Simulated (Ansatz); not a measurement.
# Two runs on CH8SSi2

System: CH8SSi2, SMILES [SiH3]CS[SiH3].
Method of run 1: RKS B2PLYP (frozen core)/def2-TZVPP (Ansatz 0.2.0).

The geometry comes from this level: PBE0-D4/def2-TZVP. Text and figures count atoms from 1; the logs count them from 0 in places.

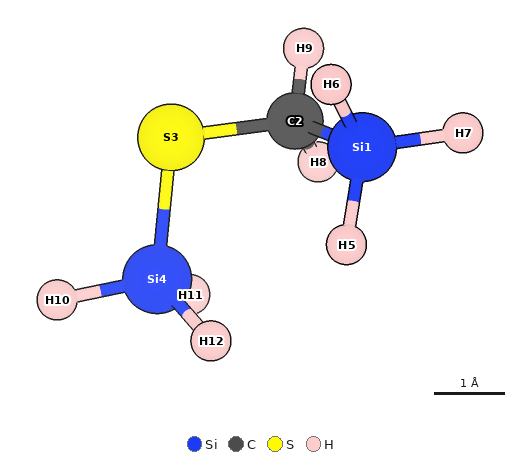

The input geometry (ball-and-stick view, seen at a tilt; atoms are numbered from 1 in the order of the input).

### Input, run 1
```yaml
crystal:
  periodic: [false, false, false]
  atoms:
    - {symbol: Si, position_ang: [-1.651739, 0.823204, 0.352503]}
    - {symbol: C, position_ang: [-0.648143, -0.740036, 0.649132]}
    - {symbol: S, position_ang: [1.057870, -0.327624, 1.164894]}
    - {symbol: Si, position_ang: [2.017579, -0.217376, -0.729461]}
    - {symbol: H, position_ang: [-1.020080, 1.630857, -0.720717]}
    - {symbol: H, position_ang: [-1.699316, 1.613786, 1.607645]}
    - {symbol: H, position_ang: [-3.040154, 0.471666, -0.058317]}
    - {symbol: H, position_ang: [-0.633297, -1.397848, -0.223256]}
    - {symbol: H, position_ang: [-1.079782, -1.316727, 1.470504]}
    - {symbol: H, position_ang: [3.447663, 0.042953, -0.436430]}
    - {symbol: H, position_ang: [1.859143, -1.504538, -1.458815]}
    - {symbol: H, position_ang: [1.467156, 0.866582, -1.583880]}
basis:
  gaussian: {orbitals: def2-TZVPP}
hamiltonian: {xc: {name: B2PLYP}}
```

Command:
```bash
ansatz run in.yaml --threads 4 --pin off --events-out ev --progress --plain --max-ram 10444MiB
```

Hardware: 4 threads of AMD EPYC, 23 GiB of memory available, shared host.

### Output (run 1)
```
Functional definition: B2PLYP
  parameter a = 0.53
  parameter c = 0.27
  exchange = (1 - a)*b88_x + a*exact_x
  correlation = (1 - c)*lyp_c + c*(mp2_os + mp2_ss)
1516 factors; integrals over basis functions are off by at most 9.5e-4 eV
mean field evaluation 1: about -27740.4635 eV, gradient 3.1e1 eV
mean field evaluation 2: about -27740.6326 eV, gradient 3.1e1 eV
mean field evaluation 4: about -27742.8628 eV, gradient 3.8e0 eV
mean field evaluation 8: about -27742.8980 eV, gradient 1.2e-1 eV
mean field evaluation 16: about -27742.8981 eV, gradient 6.7e-5 eV
mean field -27742.89808677 eV, -1019.5326998771 hartree, gradient 5.3e-6 eV, S^2 0.000000; 0 other end points of the search recorded, 0 dependent functions left out
16 core orbitals not correlated: weight in the atoms' cores, before any rotation towards them, 1.000 or more for the frozen orbitals, at most 0.000 for the correlated occupied ones
reference -27742.89827836 eV, -1019.5327069178 hartree; 13, 13 occupied and 240, 240 virtual orbitals, 1516 factors
second order -20.44949004 eV of doubles, -0.00000000 eV of singles
Total energy: -27748.41964067 eV, -1019.7356132402 hartree
```

The input of run 2 differs as follows (lines with − go, lines with + come):
```diff
-hamiltonian: {xc: {name: B2PLYP}}
+hamiltonian: {xc: {name: PBE-QIDH}}
```

What does this change do to the results?

The total energies belong to different methods, so their difference says nothing on which is more stable or more accurate. The functional changes from B2PLYP to PBE-QIDH.

### Output (run 2)
```
Functional definition: PBE-QIDH
  parameter a = 3^(-1/3)
  parameter c = 1/3
  exchange = (1 - a)*pbe_x + a*exact_x
  correlation = (1 - c)*pbe_c + c*(mp2_os + mp2_ss)
1516 factors; integrals over basis functions are off by at most 9.5e-4 eV
mean field evaluation 1: about -27732.4235 eV, gradient 2.5e1 eV
mean field evaluation 2: about -27732.6439 eV, gradient 2.5e1 eV
mean field evaluation 4: about -27734.3825 eV, gradient 3.4e0 eV
mean field evaluation 8: about -27734.4162 eV, gradient 9.5e-2 eV
mean field evaluation 16: about -27734.4162 eV, gradient 5.5e-5 eV
mean field -27734.41623167 eV, -1019.2209974513 hartree, gradient 3.5e-6 eV, S^2 0.000000; 0 other end points of the search recorded, 0 dependent functions left out
16 core orbitals not correlated: weight in the atoms' cores, before any rotation towards them, 1.000 or more for the frozen orbitals, at most 0.000 for the correlated occupied ones
reference -27734.41624646 eV, -1019.2209979948 hartree; 13, 13 occupied and 240, 240 virtual orbitals, 1516 factors
second order -18.95066656 eV of doubles, -0.00000000 eV of singles
Total energy: -27740.73313531 eV, -1019.4531393784 hartree
```

### The two runs side by side

| quantity | run 1 | run 2 |
| --- | --- | --- |
| outcome | converged | converged |
| total energy (hartree) | −1019.735613 | −1019.453139 |
| basis functions | 269 | 269 |
| wall time (shared host) | 6 s | 5.5 s |
